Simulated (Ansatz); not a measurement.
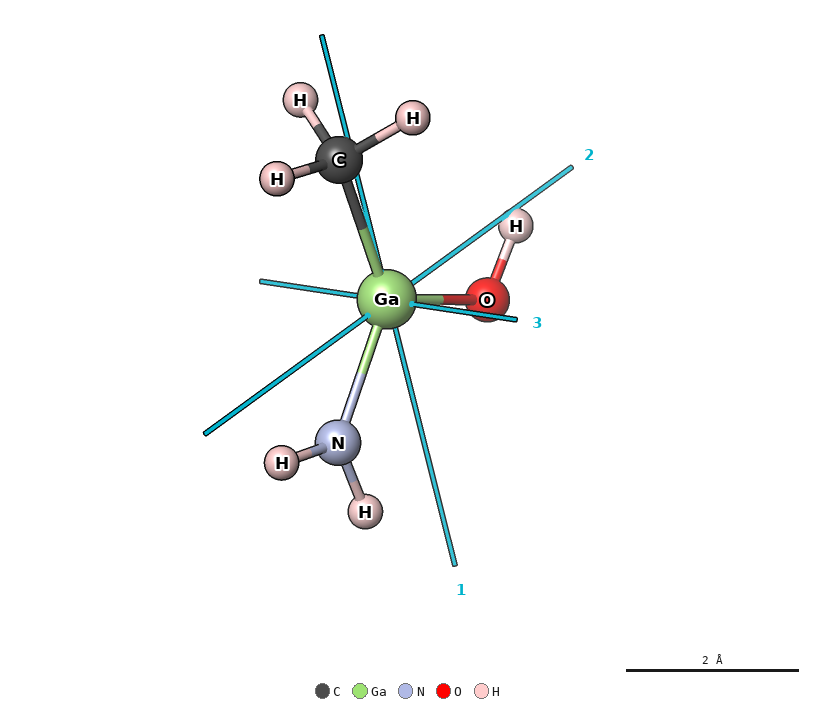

The three principal axes of inertia are drawn and numbered. Depth is shown by fading: the farther an atom, the more it takes the colour of the background. The geometry was computed by an optimisation with PBE0-D4/def2-TZVP. Masses are those of the most abundant isotopes; constants are for the rigid equilibrium geometry.

### Which line is the a axis (least moment of inertia), which b and which c?

a is line 1, b is line 2, c is line 3; the moments are 82.4, 100, 180 u Å².

### Classify the rotor and give the rotational constants (cm⁻¹).

An asymmetric top (Cs): A = 0.205, B = 0.168, C = 0.0939 cm⁻¹. Ray's parameter κ is 0.34, nearer the oblate limit.
